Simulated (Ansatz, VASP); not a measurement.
# Cross-check of BiAs between VASP and Ansatz, part 2 of 2

Wanted: the spread between two codes on one cell, functional and k mesh. The cell is invented: As first built, before any earlier steps moved the atoms (in the runner's words): it takes the AsP structure with some of its atoms replaced by other elements, volume scaled by an estimate. It may not be a known or stable phase. The cell is taken from a series of VASP runs on this material, whose earlier steps may have relaxed, scaled or displaced it; both programs get it as it stands. Valence electrons are named where the data sets of a main pair hold unlike numbers.

VASP 6.6.1 and Ansatz 0.2.0.

So far. Step 2 (VASP: band structure, RPBE with D3(BJ), spin-orbit …): The run ends at a pressure of 0.10 GPa.

## 3. Ansatz: band structure, RPBE with D3(BJ), spin-orbit coupling

Level of this step: Ansatz beside VASP: Kohn-Sham DFT, plane waves, RPBE with D3(BJ), spin-orbit coupling (Ansatz).

Ansatz runs on its fully relativistic PAW (standard-fr) files.

The same cell, functional, mesh and smearing now go to Ansatz, which takes its cutoff from its data sets.

Contents of input.yaml:

```yaml
crystal:
  lattice:
    - [0.0, 2.78542824, 2.78542824]
    - [2.78542824, 0.0, 2.78542824]
    - [2.78542824, 2.78542824, 0.0]
  atoms:
    - { symbol: Bi, position: [0.0, 0.0, 0.0] }
    - { symbol: As, position: [0.5, 0.5, 0.5] }
hamiltonian:
  xc: rpbe
  pseudopotentials: { kind: paw_fr }
  dispersion: d3bj
magnetization:
  noncollinear: true
  spin_orbit: true
kpoints:
  mp_grid: { grid: [7, 7, 7] }
  band_path:
    path:
      - [0.0, 0.0, 0.0]
      - [0.16667, 0.0, 0.16667]
      - [0.33333, 0.0, 0.33333]
      - [0.5, 0.0, 0.5]
      - [0.5, 0.08333, 0.58333]
      - [0.5, 0.18333, 0.68333]
      - [0.5, 0.25, 0.75]
      - [0.45, 0.3, 0.75]
      - [0.40833, 0.34167, 0.75]
      - [0.35, 0.35, 0.7]
      - [0.225, 0.225, 0.45]
      - [0.075, 0.075, 0.15]
      - [0.03333, 0.03333, 0.03333]
      - [0.23333, 0.23333, 0.23333]
      - [0.4, 0.4, 0.4]
      - [0.51667, 0.46667, 0.51667]
      - [0.55833, 0.38333, 0.55833]
      - [0.60833, 0.28333, 0.60833]
      - [0.60833, 0.25, 0.64167]
      - [0.55833, 0.25, 0.69167]
      - [0.51667, 0.25, 0.73333]
      - [0.5, 0.3, 0.7]
      - [0.5, 0.38333, 0.61667]
      - [0.5, 0.48333, 0.51667]
      - [0.475, 0.475, 0.55]
      - [0.425, 0.425, 0.65]
      - [0.38333, 0.38333, 0.73333]
      - [0.59167, 0.18333, 0.59167]
      - [0.55, 0.1, 0.55]
      - [0.5, 0.0, 0.5]
    npoints: 1
scf:
  occupations: { method: fermi_dirac, width: 0.05 }
  n_extra_bands: 14
output:
  forces: true
  stress: true
  eigenvalues: true
```

On the command line:

```
$ ansatz run input.yaml --threads 2 --pin off --max-ram 4608MiB --backend cpu --events-out ev --progress --plain --runs-dir out
```

Numbers of over 12 decimals in the logs are rounded to 6 here.

The log of the run:

```text
scf.n_extra_bands = 14 over 30 filled bands (N_el = 30.0): the run solves 44 bands
Engine: ansatz 0.2.0, aarch64-unknown-linux-gnu
Pseudopotentials: kind: paw_fr
Pseudopotential: Bi, paw_fr, valence charge 15, recommended cutoff 420 eV (normal), Bi.paw.azcp#standard-fr
Pseudopotential: As, paw_fr, valence charge 15, recommended cutoff 420 eV (normal), As.paw.azcp#standard-fr
Functional definition: RPBE
  parameter kappa = 0.804
  parameter beta = 0.066725
  exchange = rpbe_x(kappa = kappa, mu = beta*pi^2/3)
  correlation = pbe_c(beta = beta)
non-collinear run that drives no moment, with spin-orbit: no starting moment large enough to seed its density (crystal.atoms[].spin), no starting occupations that ask for one, no magnetisation constraint and no magnetic field, so the semilocal B_xc is pinned to zero
Crystal: 2 atoms, lattice volume = 43.222 Å³
Basis set: ecut = 420 eV, 869 PW (Γ), exchange–correlation on 54×54×54 points (8 copies of the dense FFT grid, shifted against one another)
Bands: 44, of which v1, the nominal top of the filled ones, is band 30 counted from 1 (29 counted from 0)
Symmetry: 48 space group operations + 48 with time reversal
Magnetic group: BNS 225.117 (UNI 1619), of the structure as read, at distance tolerance 3.5e-5 Å
k-points: 20 of 343
Projection manifold: j_resolved (fully-relativistic pseudo-atomic orbitals)
Non-local potential: Bi, projectors of the file, l = 0: 2, l = 1: 4, l = 2: 4, l = 3: 4
Non-local potential: As, projectors of the file, l = 0: 2, l = 1: 4, l = 2: 6, l = 3: 2
PAW form: soft (Blöchl's): semilocal exchange-correlation on the pseudo side does not see the compensation charge
PAW frozen core: Bi, regenerated for the run's functional, and the local potential with it (the file was generated under x = pbe(κ = 0.804, μ = 0.219515), c = pbe(β = 0.066725))
PAW frozen core: As, regenerated for the run's functional, and the local potential with it (the file was generated under x = pbe(κ = 0.804, μ = 0.219515), c = pbe(β = 0.066725))
PAW one-centre angular grid: Bi, 590 points (default); XC on 64 Gauss nodes
PAW one-centre angular grid: As, 590 points (default); XC on 64 Gauss nodes
Initial density: superposition of atomic densities (chi_scale 0.1, normalization cell, long waves kept (reshape's long-wave potential 0.00 eV rms))
Initial wavefunctions: pseudopotential atomic-orbital guess
Functional: x = rpbe, c = pbe(β = 0.066725)
SCF iter   1: F=—  HF=-17320.718266 eV  |F-HF|=—  |Δ(HF+E_count)|=         —  Δρ=2.07e-2  dr2=1.94e-1  dr2_m=0.00e0 (ungated)  ethr=3.10e-3  |M|=0.00e0 ∫|m|=0.00e0 μB  |m|>n=0.0e0 m-floor=0.0e0 τ_xc=0.0e0  β_m=0.30  ⟨swp⟩=8.2  Hψ=2174  notcnv=0  defer=34
preconditioner: auto → none  [insulator: Δε(μ)=0.312 eV  Ē_g=21.550 eV  σ=0.050 eV  W_gap=0.92  n_scr=14 (ndim 8)  ℏωp=25.3 eV  f_vac=0.000  D(μ)=0.14/eV (n_scr^D=0)  ε∞_Penn≈2.4]
SCF iter   2: F=—  HF=-17320.698219 eV  |F-HF|=—  |Δ(HF+E_count)|=   2.00e-2  Δρ=1.31e-2  dr2=6.18e-2  dr2_m=0.00e0 (ungated)  ethr=6.46e-4  |M|=0.00e0 ∫|m|=0.00e0 μB  |m|>n=0.0e0 m-floor=0.0e0 τ_xc=0.0e0  β_m=0.47  ⟨swp⟩=2.0  Hψ=594  notcnv=0  defer=128
SCF iter   3: F=—  HF=-17320.700407 eV  |F-HF|=—  |Δ(HF+E_count)|=   2.19e-3  Δρ=3.87e-3  dr2=5.28e-3  dr2_m=0.00e0 (ungated)  ethr=2.06e-4  |M|=0.00e0 ∫|m|=0.00e0 μB  |m|>n=0.0e0 m-floor=0.0e0 τ_xc=0.0e0  β_m=0.53  ⟨swp⟩=2.0  Hψ=450  notcnv=0  defer=128
SCF iter   4: F=—  HF=-17320.701529 eV  |F-HF|=—  |Δ(HF+E_count)|=   1.12e-3  Δρ=5.91e-4  dr2=8.50e-5  dr2_m=0.00e0 (ungated)  ethr=1.76e-5  |M|=0.00e0 ∫|m|=0.00e0 μB  |m|>n=0.0e0 m-floor=0.0e0 τ_xc=0.0e0  β_m=0.55  ⟨swp⟩=2.7  Hψ=638  notcnv=0  defer=128
SCF iter   5: F=—  HF=-17320.701606 eV  |F-HF|=—  |Δ(HF+E_count)|=   7.70e-5  Δρ=1.85e-4  dr2=5.08e-6  dr2_m=0.00e0 (ungated)  ethr=2.83e-7  |M|=0.00e0 ∫|m|=0.00e0 μB  |m|>n=0.0e0 m-floor=0.0e0 τ_xc=0.0e0  β_m=0.76  ⟨swp⟩=2.0  Hψ=510  notcnv=0  defer=128
SCF iter   6: F=—  HF=-17320.701610 eV  |F-HF|=—  |Δ(HF+E_count)|=   4.09e-6  Δρ=2.55e-5  dr2=2.65e-7  dr2_m=0.00e0 (ungated)  ethr=1.69e-8  |M|=0.00e0 ∫|m|=0.00e0 μB  |m|>n=0.0e0 m-floor=0.0e0 τ_xc=0.0e0  β_m=0.88  ⟨swp⟩=2.0  Hψ=577  notcnv=0  defer=128
SCF iter   7: F=-17320.701610 eV  HF=-17320.701610 eV  |F-HF|=6.06e-8  |Δ(HF+E_count)|=   4.24e-8  Δρ=1.08e-5  dr2=6.00e-8  dr2_m=0.00e0 (ungated)  ethr=3.33e-10  |M|=0.00e0 ∫|m|=0.00e0 μB  |m|>n=0.0e0 m-floor=0.0e0 τ_xc=0.0e0  ⟨swp⟩=11.1  Hψ=2284  notcnv=0
SCF 1 converged in 7 iterations: F = -17320.701610 eV  dr2 = 6.00e-8
  greatest PAW one-centre occupation: 0.999 electrons in one spin orbital (limit 2), on the As atom at site 1 (counted from 0), in its partial waves of l = 2
NSCF: frozen V_eff on 30 k-points
SCF converged after 7 iterations
Magnetization: |M| = 0.0000 μB,  M = (+0.0000, +0.0000, +0.0000) μB
Absolute magnetization: 0.0000 μB (∫|m|)
  site 0: m = (+0.0000, +0.0000, +0.0000) μB, |m| = 0.0000 μB  (R = 1.15 Å)
  site 1: m = (+0.0000, +0.0000, +0.0000) μB, |m| = 0.0000 μB  (R = 1.15 Å)
Free energy (F): -17320.701610 eV
Harris-Foulkes:  -17320.701610 eV  (|F-HF|=6.06e-8)
Internal energy: -17320.698891 eV  (E = F + TS)
E sigma→0 (E₀):  -17320.700251 eV
Entropy (-TS):   -0.002719 eV (-1.360 meV/atom)
Fermi energy:    14.820803 eV
--- Per-component energies (eV) ---
  E_band       = -211.981918
  E_kinetic    = 414.018087
  E_local      = -2808.182732  (includes V_loc(G=0)·N_el)
  E_nonlocal   = -110.032209
  E_hartree    = 1286.331933
  E_xc         = -234.981835
  E_vxc        = -228.758566  (∫ρ·V_xc dr)
  E_paw        = -12561.701895  (= ΣΔE_a)
  E_vpaw       = -51.696368  (= ΣTr[D̂ρ^β])
  E_aug_tail   = -0.000360  (compensation charges beyond the density's cutoff)
  E_ewald      = -3300.252858
  E_disp       = -5.717176  (pairwise vdW)
  E_core_change = -0.179845  (= ΣΔE_core)
  E_smearing   = -0.002719  (= −TS)
  E_closure    = -0.000000  (closes the sum)
  Σ components = -17320.701610   (vs F -17320.701610, Δ=0.00e0)
--- Forces (eV/Å), atoms counted from 1 ---
  atom   1  Bi     0.00000000    -0.00000000     0.00000000
  atom   2  As     0.00000000    -0.00000000    -0.00000000
  max |Σ_I F_I| component: 5.76e-29 eV/Å
--- Stress (GPa, compression-positive) ---
       -0.081439       0.000000      -0.000000
       -0.000000      -0.081439      -0.000000
        0.000000      -0.000000      -0.081439
  P = ⅓ Tr σ = -0.0814 GPa (-0.814 kbar)
--- Band table (eV; the first three rows and the last of 20) ---
  k-point 0: bands = [... 26 lower, 12.9275, 12.9275, 12.9275, 12.9275, 17.6581, 17.6581, 19.9918, 19.9918, ... 10 higher]
  k-point 1: bands = [... 26 lower, 12.9845, 12.9845, 13.5898, 13.5898, 16.8225, 16.8225, 18.4617, 18.4617, ... 10 higher]
  k-point 2: bands = [... 26 lower, 13.2087, 13.2087, 14.2187, 14.2187, 15.4718, 15.4718, 16.7323, 16.7323, ... 10 higher]
  k-point 19: bands = [... 26 lower, 9.3073, 9.3073, 13.7557, 13.7557, 16.2894, 16.2894, 19.7158, 19.7158, ... 10 higher]
```

It took 14 s on 2 threads of Arm Neoverse N1, shared host; peak memory 0.49 GiB.

Reading the cycles: dr2 is the Hartree energy of the density residual (eV), the measure of convergence; HF is the Harris–Foulkes estimate of the energy, which meets the free energy F at convergence.

## 4. Differences

Known differences besides the potentials themselves: spin-orbit coupling enters by fully relativistic files in Ansatz and inside the spheres in VASP; the data sets hold 30 valence electrons in Ansatz (on its fully relativistic PAW (standard-fr) files) and 20 in VASP; the cutoff is 420 eV in Ansatz and 400 eV in VASP; Ansatz makes its cores anew for this functional, VASP keeps those of its PBE data sets. Total energies have different zeros and are not compared.

The two programs side by side:

| quantity | Ansatz | VASP | difference |
| --- | --- | --- | --- |
| pressure (GPa) | -0.08 | 0.10 | -0.18 |

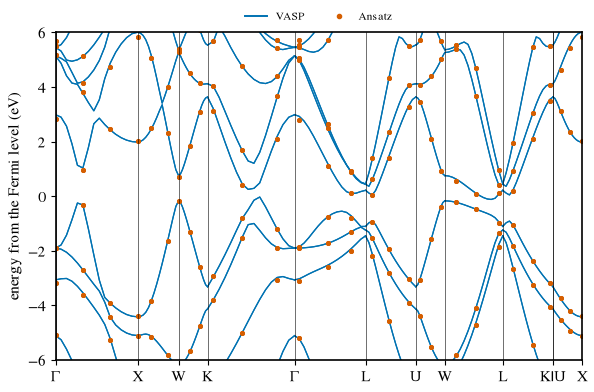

Bands from VASP (lines) and levels from Ansatz (dots). Dots without a line are higher empty bands that the VASP plot leaves out.

Levels from 3 eV below to 2 eV above the Fermi level differ by 37 meV r.m.s. and 103 meV at most; each VASP level is matched to the nearest of Ansatz, which flatters the figure a little. Our record labels this cell a metal in VASP alone; each run is judged by its own test, so with a small gap or wide smearing the label says little about the levels. Ansatz's pressure holds a Pulay correction of 0.04 GPa; VASP's holds none.

## 5. Outcome

- r.m.s. difference of levels near the Fermi level (band structure, RPBE with D3(BJ), spin-orbit coupling): 37 meV

In words: The r.m.s. difference of levels near the Fermi level is 37 meV (band structure, RPBE with D3(BJ), spin-orbit coupling), within the 80 meV picked in this series as the mark of a large difference. The data sets hold unlike numbers of valence electrons (30 in Ansatz and 20 in VASP), so part of the differences comes from the potentials. 1 further run of this series is not shown here. Such differences can come from data sets, numerical settings and the points named under the comparisons, not from the functional's error against experiment.

[Lines on the potential files, build, host, timing and source positions are cut from VASP's logs without a mark.]

[Logs are printed without paths, hosts, clocks, repeated set-up lines and the standing remarks that a program may print on its own settings, such as how far it seeks lower states.]

[Hosts, paths, dates, database ids (printed as entryN), source tags and the programs' standing remarks are cut or masked in the printed files.]
